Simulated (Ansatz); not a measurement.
```xyz
10

F    -1.7607    0.7360    2.2219
Si   -1.1194    1.1677    0.7010
P     1.0957    0.4875    0.6488
Si    0.9099   -1.4328   -0.6587
H    -1.9924    0.5115   -0.3332
H    -1.1631    2.6640    0.5837
H     1.4933    1.3891   -0.4158
H     0.1564   -1.1989   -1.9402
H     0.1741   -2.4460    0.1657
H     2.2894   -1.9293   -0.9703
```

All numbers below come from RKS r2SCAN-D4/6-31G (Ansatz 0.2.0).

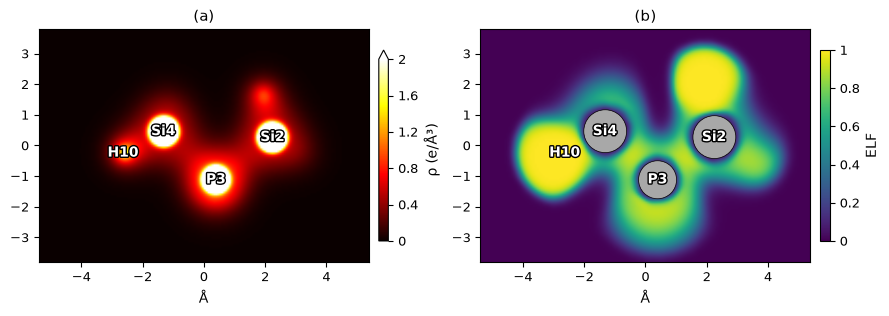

FH6PSi2 (SMILES F[SiH2]P[SiH3]). (a) total electron density; (b) ELF on the plane of atoms Si2, P3 and Si4. Grey discs cover the atomic cores in the ELF map.

**Interpret the plot.**

- The section cuts through Si, P and H sites.
- Si–P (2.32 Å): ρ at the midpoint is about 0.56 e/Å³; the ELF peaks at about 0.90 between the atoms; a shared electron pair.
- Si–H (1.50 Å): the density is about 0.67 e/Å³ at the midpoint; the ELF climbs to about 1 towards the hydrogen, as it does in any bond to H.
- The ELF also peaks beside P3, away from the bonds: lone-pair regions.
